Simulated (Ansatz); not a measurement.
```
CELL_PARAMETERS angstrom
3.66512 0.00000 0.00000
-1.83256 3.17409 0.00000
0.00000 0.00000 23.04226
ATOMIC_POSITIONS crystal
Be 0.00000 0.00000 0.00000
Be 0.66667 0.33333 0.33333
Be 0.33333 0.66667 0.66667
Be 0.00000 0.00000 0.29852
Be 0.66667 0.33333 0.63185
Be 0.33333 0.66667 0.96519
Be 0.66667 0.33333 0.03481
Be 0.33333 0.66667 0.36815
Be 0.00000 0.00000 0.70148
As 0.33333 0.66667 0.07264
As 0.00000 0.00000 0.40598
As 0.66667 0.33333 0.73931
As 0.33333 0.66667 0.26069
As 0.00000 0.00000 0.59402
As 0.66667 0.33333 0.92736
```

Space group R-3m; started from the tetradymite_166 prototype, which need not be the ambient phase.

These are results of Ansatz, DFT PBE, scalar-relativistic, plane waves, PAW, not measurements.

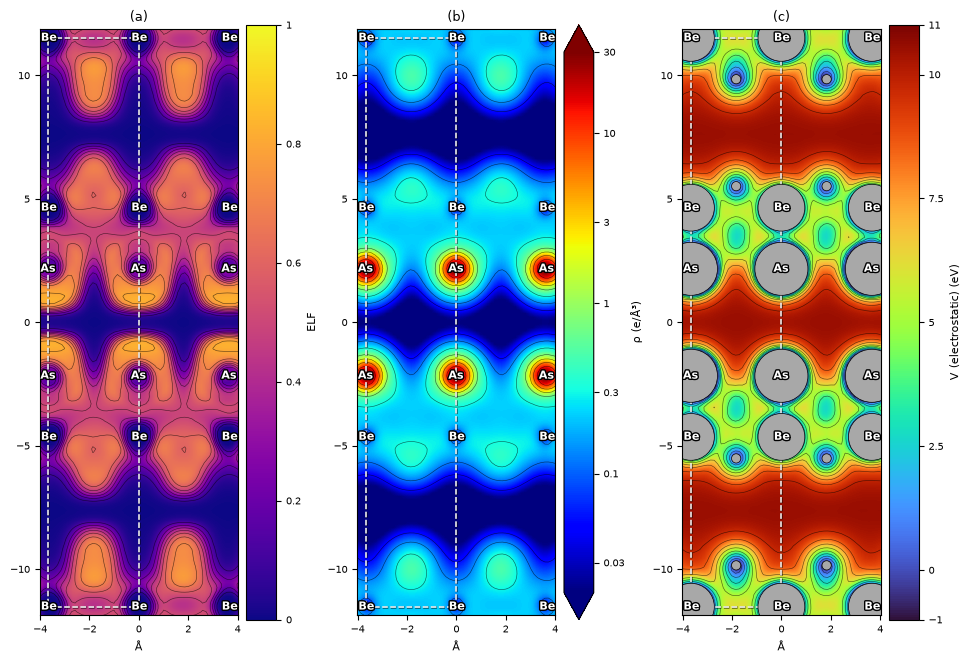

Be3As2. (a) electron localisation function; (b) valence pseudo-density; (c) electrostatic potential energy of an electron on the (100) plane of the conventional cell. Grey discs cover the atomic cores in the potential map.

Read the bonding off the picture.

Answer. The plane passes through Be and As nuclei.
Be–As (2.48 Å): ρ is about 0.32 e/Å³ halfway; the ELF peaks at about 0.50 in the valence shell of As, 1.4 Å from its nucleus, and is about 0.50 at the midpoint.
Between the atoms the lowest density in this plane is 0.003 e/Å³.
Outside the cores the potential energy rises away from the atoms and is highest about 2.8 Å from the nearest atoms; its zero is arbitrary.
